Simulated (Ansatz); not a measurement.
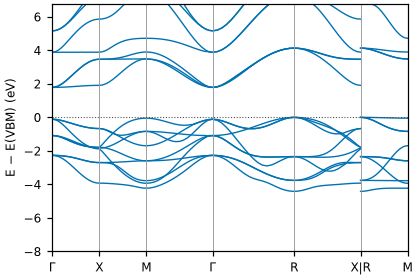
Figure. Band structure from the program Ansatz at the PBE level (PAW)

Q: Read off the gap and where the band edges lie.

A: About 1.8 eV (1.79 eV by a search for the band edges); maximum at R, minimum at Γ.

The material is BaTiO$_{3}$ (cubic perovskite, Pm-3m).

This is a known high-temperature phase of the composition, computed here at zero pressure and temperature. The PBE relaxation kept the symmetry of its start; its stability against distortions is not shown here. The run is not spin-polarised. Scalar-relativistic: spin–orbit coupling is off unless named, which matters more the heavier the elements.

Potentials: the earlier of the program's two PAW sets.
